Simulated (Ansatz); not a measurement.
AlSiNH6: molecular dynamics (part 2 of 2)

AlSiNH6; RKS BLYP-d4/def2-SVP (Ansatz 0.2.0). The geometry comes from this level: PBE0-D4/def2-TZVP.

Geometry of the input (Å):
```
N  -1.1694  0.8340  -0.8463
Si 0.4629  0.5524  -0.3449
Al 0.5098  -1.2967  1.2730
H  -1.7800  0.0477  -0.9973
H  -1.3789  1.5758  -1.4961
H  0.9743  1.8180  0.2598
H  1.4235  0.2622  -1.4642
H  1.7799  -1.5558  2.1943
H  -0.7337  -2.2840  1.4046
```

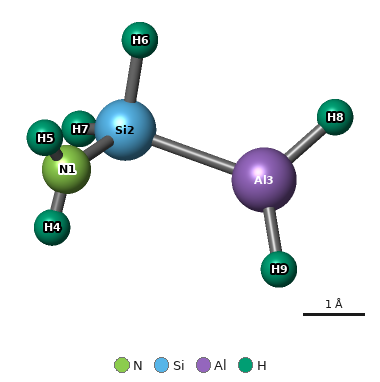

**Figure 1.** The geometry at step 19 of the log (ball-and-stick view, seen at a tilt; atoms are numbered from 1 in the order of the input).

**Trajectory as extended XYZ, continued**
```
9
Properties=species:S:1:pos:R:3:forces:R:3 step=7 time_fs=14.0 energy=-16055.15247 temperature=331.5
N    -1.1668    0.7891   -0.8251   -1.3402   2.1850  -0.4724
Si    0.4952    0.5525   -0.3615    0.1572  -1.6322  -0.7122
Al    0.4719   -1.2894    1.2473    0.8184   0.1570   0.8260
H    -1.8320    0.0358   -1.1512    0.7840   1.2855   0.3193
H    -1.4798    1.8482   -0.9262    0.2837  -2.8837  -0.1053
H     0.9148    1.7580    0.3576    0.2461   0.6203   0.1868
H     1.5542    0.2018   -1.4729   -0.4918   0.4673   0.4195
H     1.7671   -1.1152    2.2640   -0.3625  -0.2313  -0.2165
H    -0.5582   -2.4382    1.6835   -0.0949   0.0321  -0.2452
9
Properties=species:S:1:pos:R:3:forces:R:3 step=8 time_fs=16.0 energy=-16055.16429 temperature=341.5
N    -1.1762    0.7918   -0.8253   -0.7897   2.4664  -0.1352
Si    0.5036    0.5452   -0.3646   -0.5725  -0.6656   0.0530
Al    0.4691   -1.2880    1.2474    0.7519   0.2335   0.6511
H    -1.8120    0.0324   -1.1655    0.4544   1.1254   0.2386
H    -1.5123    1.8590   -0.8673    0.4171  -3.1496  -0.2619
H     0.9286    1.7886    0.3618    0.0261   0.0683  -0.0355
H     1.5291    0.2633   -1.4295    0.0814   0.2048  -0.2541
H     1.7334   -1.0817    2.2549   -0.1514  -0.2105  -0.0343
H    -0.5294   -2.4442    1.6898   -0.2173  -0.0729  -0.2217
9
Properties=species:S:1:pos:R:3:forces:R:3 step=10 time_fs=20.0 energy=-16055.00915 temperature=286.2
N    -1.1944    0.8119   -0.8246    4.1167  -4.3003   0.4736
Si    0.5168    0.5293   -0.3695   -1.6625   0.7640   0.9506
Al    0.4664   -1.2842    1.2498    0.3277   0.1328   0.2110
H    -1.7670    0.0932   -1.1913   -0.8876  -0.9548  -0.5368
H    -1.5679    1.6538   -0.7821   -2.4880   5.3422   0.0561
H     0.9514    1.8384    0.3595   -0.2748  -0.6573  -0.2212
H     1.5138    0.4001   -1.4021    0.7788  -0.1284  -1.1261
H     1.6595   -1.0372    2.2424    0.3677  -0.1058   0.4294
H    -0.4995   -2.4666    1.6771   -0.2780  -0.0925  -0.2366
9
Properties=species:S:1:pos:R:3:forces:R:3 step=11 time_fs=22.0 energy=-16055.25380 temperature=481.6
N    -1.1896    0.8106   -0.8221   -0.7144   1.4118   0.1438
Si    0.5202    0.5225   -0.3700   -1.0057   0.8972   0.0689
Al    0.4660   -1.2820    1.2517    0.2084  -0.0216   0.1566
H    -1.7935    0.0778   -1.2326    0.2993   0.4177   0.2085
H    -1.7023    1.7630   -0.7435    1.1595  -1.9185  -0.3081
H     0.9488    1.8298    0.3459   -0.2456  -0.5732  -0.0815
H     1.5504    0.4627   -1.4514    0.1050  -0.1509  -0.3992
H     1.6393   -1.0221    2.2568    0.3910  -0.0756   0.4769
H    -0.5007   -2.4838    1.6575   -0.1974   0.0130  -0.2658
9
Properties=species:S:1:pos:R:3:forces:R:3 step=12 time_fs=24.0 energy=-16054.97831 temperature=248.9
N    -1.1867    0.8132   -0.8191   -2.4182   1.9448  -0.1050
Si    0.5222    0.5170   -0.3704   -0.4514   0.7827  -0.9291
Al    0.4658   -1.2797    1.2538    0.2762  -0.1500   0.2900
H    -1.8084    0.0784   -1.2659    0.9015   0.9776   0.6099
H    -1.7923    1.7988   -0.7167    2.2596  -3.1575  -0.4224
H     0.9368    1.7992    0.3291   -0.1133  -0.2030   0.1805
H     1.5910    0.5196   -1.5159   -0.5500  -0.2359   0.3456
H     1.6340   -1.0099    2.2894    0.1844  -0.0968   0.3152
H    -0.5095   -2.5004    1.6277   -0.0889   0.1380  -0.2846
9
Properties=species:S:1:pos:R:3:forces:R:3 step=14 time_fs=28.0 energy=-16054.91087 temperature=187.4
N    -1.1976    0.8321   -0.8135    4.4471  -4.4075  -0.1019
Si    0.5243    0.5088   -0.3759   -0.5942   0.4200  -1.7879
Al    0.4670   -1.2760    1.2594    0.6131  -0.2035   0.6107
H    -1.7541    0.1575   -1.2792   -0.5425  -1.4099  -0.7340
H    -1.7364    1.5702   -0.7025   -2.9001   5.3717   0.9548
H     0.9068    1.7343    0.3280    0.1765   0.5781   0.6371
H     1.5967    0.6024   -1.5903   -0.8948  -0.3995   0.8121
H     1.6334   -0.9986    2.3810   -0.3426  -0.1924  -0.1619
H    -0.5339   -2.5146    1.5360    0.0375   0.2430  -0.2289
9
Properties=species:S:1:pos:R:3:forces:R:3 step=15 time_fs=30.0 energy=-16055.28557 temperature=393.2
N    -1.1925    0.8310   -0.8108    0.7809  -0.6561   0.1394
Si    0.5243    0.5057   -0.3823   -0.6073   0.6985  -1.2650
Al    0.4687   -1.2746    1.2635    0.6838  -0.1409   0.5777
H    -1.7401    0.1446   -1.3106   -0.1521  -0.5813  -0.2804
H    -1.7881    1.6324   -0.6623    0.1869   0.7564   0.2197
H     0.8999    1.7299    0.3612    0.1276   0.3374   0.4667
H     1.5485    0.6221   -1.5820   -0.5980  -0.3960   0.5611
H     1.6179   -1.0032    2.4217   -0.4415  -0.2064  -0.2603
H    -0.5447   -2.5080    1.4761    0.0197   0.1883  -0.1590
9
Properties=species:S:1:pos:R:3:forces:R:3 step=16 time_fs=32.0 energy=-16055.17519 temperature=352.7
N    -1.1852    0.8280   -0.8078   -2.1234   1.0710  -0.0710
Si    0.5235    0.5035   -0.3904   -0.8097   1.0817  -0.0912
Al    0.4715   -1.2734    1.2684    0.6402  -0.0560   0.3949
H    -1.7319    0.1095   -1.3529    0.5435   0.8561   0.6480
H    -1.8326    1.7236   -0.6137    2.1125  -2.3990  -0.5447
H     0.8978    1.7385    0.4122    0.0043  -0.1491   0.0871
H     1.4775    0.6266   -1.5523    0.0619  -0.3059  -0.1198
H     1.5854   -1.0156    2.4524   -0.3970  -0.1890  -0.2194
H    -0.5547   -2.4943    1.4102   -0.0321   0.0901  -0.0838
9
Properties=species:S:1:pos:R:3:forces:R:3 step=18 time_fs=36.0 energy=-16055.28599 temperature=402.5
N    -1.1870    0.8304   -0.8021    1.9810  -1.8753  -0.0543
Si    0.5178    0.5037   -0.4050   -1.3275   1.1422   1.7880
Al    0.4795   -1.2712    1.2794    0.1829  -0.0246  -0.3055
H    -1.6610    0.1413   -1.3622   -0.6339  -0.2402  -0.3185
H    -1.6940    1.6352   -0.5826   -1.0966   1.7637   0.3660
H     0.8909    1.7252    0.5104   -0.1001  -0.5525  -0.4973
H     1.3734    0.6061   -1.5417    1.0632  -0.0793  -1.2316
H     1.4814   -1.0606    2.4954    0.0074  -0.0878   0.2158
H    -0.5803   -2.4600    1.2712   -0.0763  -0.0463   0.0374
9
Properties=species:S:1:pos:R:3:forces:R:3 step=19 time_fs=38.0 energy=-16055.17974 temperature=385.6
N    -1.1847    0.8276   -0.7994    3.6382  -3.2502  -0.0591
Si    0.5123    0.5063   -0.4090   -0.4985   0.8170   1.0296
Al    0.4841   -1.2701    1.2845   -0.1171  -0.1187  -0.6538
H    -1.6433    0.1663   -1.3664   -1.1994  -0.8950  -0.9412
H    -1.6338    1.6151   -0.5652   -2.4123   3.9205   0.9815
H     0.8821    1.6880    0.5351   -0.0475  -0.3234  -0.5232
H     1.3787    0.5897   -1.6034    0.4653  -0.0824  -0.3554
H     1.4252   -1.0893    2.5244    0.1877  -0.0382   0.4296
H    -0.5974   -2.4447    1.2028   -0.0163  -0.0296   0.0920
9
Properties=species:S:1:pos:R:3:forces:R:3 step=20 time_fs=40.0 energy=-16055.28459 temperature=498.5
N    -1.1725    0.8159   -0.7969   -0.9898   1.6495   0.6838
Si    0.5060    0.5100   -0.4116    0.4957   0.2212  -0.0087
Al    0.4885   -1.2691    1.2887   -0.2852  -0.2288  -0.7963
H    -1.6715    0.1570   -1.4066   -0.2940   0.4907   0.2084
H    -1.6659    1.7450   -0.5102    0.8746  -2.2125  -0.9397
H     0.8714    1.6383    0.5398    0.0799   0.1509  -0.3258
H     1.4018    0.5702   -1.6788   -0.1512  -0.0686   0.5936
H     1.3763   -1.1194    2.5698    0.1959  -0.0183   0.4313
H    -0.6152   -2.4305    1.1379    0.0741   0.0158   0.1535
9
Properties=species:S:1:pos:R:3:forces:R:3 step=22 time_fs=44.0 energy=-16055.25816 temperature=440.7
N    -1.1608    0.8072   -0.7878   -1.5886   0.6306  -0.1604
Si    0.4964    0.5173   -0.4177    1.3265  -0.8893  -0.8816
Al    0.4961   -1.2684    1.2938   -0.2074  -0.3203  -0.3870
H    -1.7305    0.2227   -1.4320    0.3509   0.5083   0.5403
H    -1.6116    1.7136   -0.5195    0.2994  -0.9349  -0.4565
H     0.8648    1.5774    0.5240    0.2749   0.9687   0.1340
H     1.4185    0.5250   -1.7424   -0.5255   0.0170   1.1483
H     1.2954   -1.1818    2.7002   -0.1242  -0.0244  -0.1897
H    -0.6392   -2.3990    1.0280    0.1942   0.0442   0.2526
9
Properties=species:S:1:pos:R:3:forces:R:3 step=23 time_fs=46.0 energy=-16054.93052 temperature=265.0
N    -1.1629    0.8074   -0.7834    2.7400  -4.8672  -0.8029
Si    0.4942    0.5194   -0.4225    1.3059  -0.7815  -0.2912
Al    0.4995   -1.2687    1.2954   -0.1454  -0.2702  -0.1298
H    -1.7367    0.2984   -1.4045   -0.7440  -1.1038  -0.9961
H    -1.5471    1.6012   -0.5654   -2.9420   6.2649   1.7379
H     0.8764    1.5974    0.5211    0.1521   0.7314  -0.0948
H     1.3977    0.5025   -1.7094   -0.3260   0.0453   0.8011
H     1.2511   -1.2144    2.7615   -0.2211  -0.0104  -0.4867
H    -0.6407   -2.3806    0.9868    0.1804  -0.0086   0.2624
9
Properties=species:S:1:pos:R:3:forces:R:3 step=25 time_fs=50.0 energy=-16054.95959 temperature=219.1
N    -1.1560    0.7874   -0.7767   -3.9080   3.2214  -0.1646
Si    0.4950    0.5210   -0.4316    0.7269   0.1305   2.2507
Al    0.5055   -1.2703    1.2981   -0.1897  -0.0739  -0.0021
H    -1.8233    0.3310   -1.4545    1.0921   0.2391   0.8143
H    -1.6178    1.8133   -0.5331    1.5408  -3.1501  -0.7324
H     0.9102    1.7020    0.4905   -0.1610  -0.2012  -0.6748
H     1.3410    0.4624   -1.5845    0.9798  -0.0196  -1.1321
H     1.1373   -1.2796    2.8235   -0.1181   0.0542  -0.5449
H    -0.6256   -2.3484    0.9336    0.0371  -0.2003   0.1860
9
Properties=species:S:1:pos:R:3:forces:R:3 step=26 time_fs=52.0 energy=-16055.13874 temperature=377.6
N    -1.1652    0.7895   -0.7725   -3.1971   2.1066  -0.5527
Si    0.4971    0.5218   -0.4324    0.4769   0.3487   2.3708
Al    0.5081   -1.2714    1.2995   -0.3247   0.0072  -0.1753
H    -1.8335    0.3394   -1.4628    1.2258   0.2784   0.9495
H    -1.5813    1.7774   -0.5495    0.9907  -2.1077  -0.4472
H     0.9204    1.7508    0.4405   -0.2182  -0.3840  -0.6708
H     1.3552    0.4424   -1.5668    1.0143  -0.0691  -1.2936
H     1.0718   -1.3098    2.8219    0.0505   0.0884  -0.2940
H    -0.6143   -2.3418    0.9187   -0.0181  -0.2686   0.1134
9
Properties=species:S:1:pos:R:3:forces:R:3 step=27 time_fs=54.0 energy=-16055.19104 temperature=397.4
N    -1.1832    0.7974   -0.7699    1.2768  -3.3257  -0.5257
Si    0.5000    0.5230   -0.4299    0.6898   0.2637   1.2321
Al    0.5103   -1.2724    1.3006   -0.5298   0.0355  -0.4700
H    -1.7967    0.3584   -1.4346   -0.1546  -0.7176  -0.4637
H    -1.5069    1.6608   -0.5831   -1.5466   4.2570   0.9818
H     0.9222    1.7849    0.3648   -0.1879  -0.3101  -0.4753
H     1.4082    0.4197   -1.5985    0.2217  -0.0441  -0.3978
H     1.0081   -1.3366    2.8091    0.2448   0.1152   0.0778
H    -0.6038   -2.3456    0.9082   -0.0142  -0.2740   0.0409
9
Properties=species:S:1:pos:R:3:forces:R:3 step=29 time_fs=58.0 energy=-16055.18965 temperature=385.6
N    -1.2067    0.7925   -0.7643   -0.5599   2.1099   0.3911
Si    0.5088    0.5263   -0.4215    0.8585  -0.2525  -0.7441
Al    0.5121   -1.2744    1.3005   -0.8493  -0.0684  -0.7413
H    -1.7810    0.2947   -1.4703    0.2949   0.4342   0.4789
H    -1.5097    1.8356   -0.5620    0.4149  -2.6022  -0.8251
H     0.9096    1.8287    0.1716    0.1339   0.3369   0.1885
H     1.5116    0.3708   -1.6752   -0.8484   0.0048   0.8331
H     0.9145   -1.3763    2.8048    0.4229   0.1564   0.4633
H    -0.5820   -2.3823    0.8898    0.1325  -0.1191  -0.0445
9
Properties=species:S:1:pos:R:3:forces:R:3 step=30 time_fs=60.0 energy=-16055.05841 temperature=275.5
N    -1.2172    0.7948   -0.7588   -0.9478   1.6324  -0.3631
Si    0.5151    0.5275   -0.4183    0.5569  -0.2097  -0.9766
Al    0.5113   -1.2754    1.2988   -0.8474  -0.1380  -0.4475
H    -1.7848    0.2561   -1.4980    0.8924   1.2176   1.3697
H    -1.5117    1.8644   -0.5766    0.4563  -3.0519  -0.9258
H     0.9075    1.8633    0.0794    0.2114   0.4078   0.3516
H     1.5209    0.3465   -1.6729   -0.8886  -0.0244   0.8414
H     0.8913   -1.3875    2.8282    0.3580   0.1876   0.2100
H    -0.5652   -2.4093    0.8786    0.2088  -0.0213  -0.0596
```

**Key numbers**

| quantity | value |
| --- | --- |
| outcome | finished |
| mean temperature over the second half | 372 K |
| trajectory | 30 steps, 60 fs |
| ensemble | nve |
| temperature in the input | 700 K |
| time step | 2 fs |
| potential energy (last step) | −16055.0588 eV |
| mean-field energy (last step) | −16054.7269 eV |
| dispersion energy (last step) | −0.3319 eV |
| SCF solution under orbital rotations (last step) | stable |
| largest force (length of the vector) (last step) | 3.222 eV/Å |
| dipole moment (last step) | 1.23 D |
| hardware | 2 threads of AMD EPYC, 23 GiB of memory available, shared host |
| wall time | 26 s (CPU time 48 s) |
| peak memory | 0.13 GiB |

**Notes**

So short a trajectory is not equilibrated.
